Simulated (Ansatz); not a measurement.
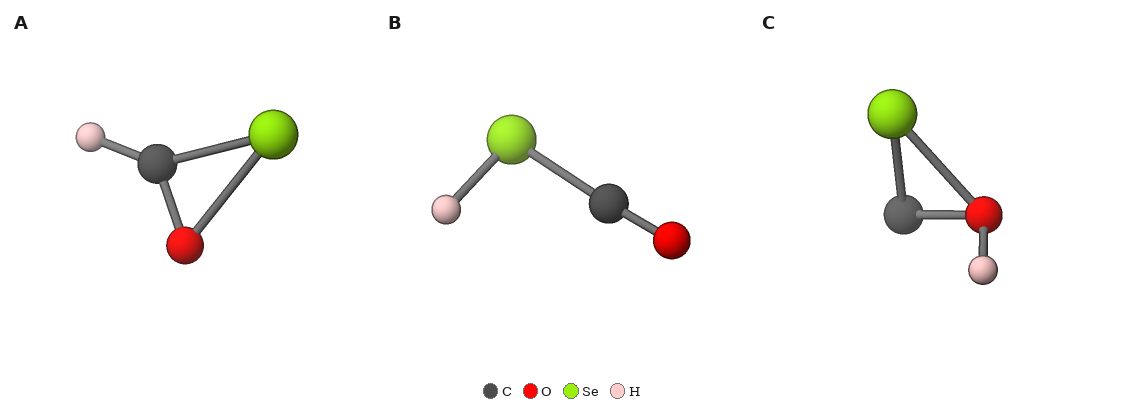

3 stationary structures of one formula. The species has charge +1 and is a spin singlet. Geometries: PBE0-D4/def2-TZVP. Electronic energies: ωB97M-V/def2-TZVPP (Ansatz 0.2.0), without zero-point energy. No frequency run is at hand to confirm each as a minimum.

**Rank them by energy, lowest first.**

B is lowest; A lies 2.092 eV above it (Cs), C lies 4.304 eV above it (C1).
